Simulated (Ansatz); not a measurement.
Base system: TiO₂ in the anatase structure (space group I4_1/amd, No. 141; a = 3.778 Å, c = 9.584 Å).

Now apply this change: cell and atoms relaxed at a pressure of 5 GPa.

Calculations: Kohn–Sham DFT with the r2SCAN functional, run in Ansatz (an electronic-structure program) with PAW and 500 eV plane waves, no SOC.

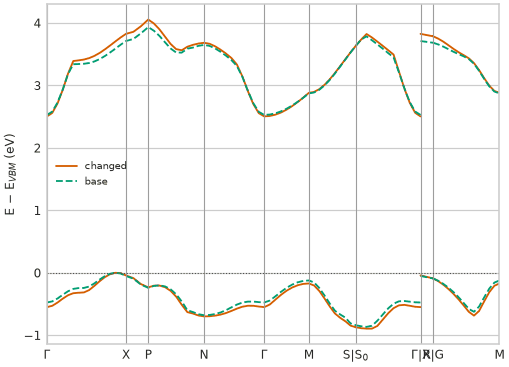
Figure: Highest valence and lowest conduction band along the path, each from its own valence-band maximum

The gap is 2.50 eV, indirect, Γ–X (87 % along) → Γ; the base has 2.53 eV.

Load acts through the strain it causes; cell and atoms are relaxed under it. Stability against distortions was not tested. No other phases were tried under pressure. The final runs are not spin-polarised.
